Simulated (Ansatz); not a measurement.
# C, response to strain

Start from C in the diamond structure (space group Fd-3m, No. 227; a = 3.5538 Å). Axes: x, y, z lie along the cube axes.

Strains are applied to the cell and any free atomic positions relax; under biaxial strain the out-of-plane vector relaxes too.

Calculations: Kohn–Sham DFT with the PBEsol functional, run in Ansatz (a first-principles code) with PAW and 420 eV plane waves, no SOC.

Notes on the quantities. energy relative to the base: free energy F.

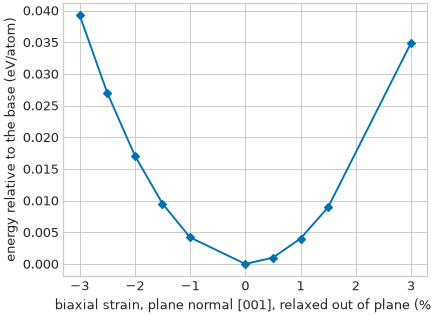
*Energy relative to the base against biaxial strain, plane normal [001], relaxed out of plane*

```json
[
 {"biaxial strain, plane normal [001], relaxed out of plane (%)": "-3", "energy relative to the base": "+39 meV/atom"},
 {"biaxial strain, plane normal [001], relaxed out of plane (%)": "-2.5", "energy relative to the base": "+27 meV/atom"},
 {"biaxial strain, plane normal [001], relaxed out of plane (%)": "-2", "energy relative to the base": "+17 meV/atom"},
 {"biaxial strain, plane normal [001], relaxed out of plane (%)": "-1.5", "energy relative to the base": "+9.5 meV/atom"},
 {"biaxial strain, plane normal [001], relaxed out of plane (%)": "-1", "energy relative to the base": "+4.2 meV/atom"},
 {"biaxial strain, plane normal [001], relaxed out of plane (%)": "0.5", "energy relative to the base": "+1.0 meV/atom"},
 {"biaxial strain, plane normal [001], relaxed out of plane (%)": "1", "energy relative to the base": "+4.0 meV/atom"},
 {"biaxial strain, plane normal [001], relaxed out of plane (%)": "1.5", "energy relative to the base": "+9.0 meV/atom"},
 {"biaxial strain, plane normal [001], relaxed out of plane (%)": "3", "energy relative to the base": "+35 meV/atom"}
]
```

Whether these cells are dynamically stable was not tested.
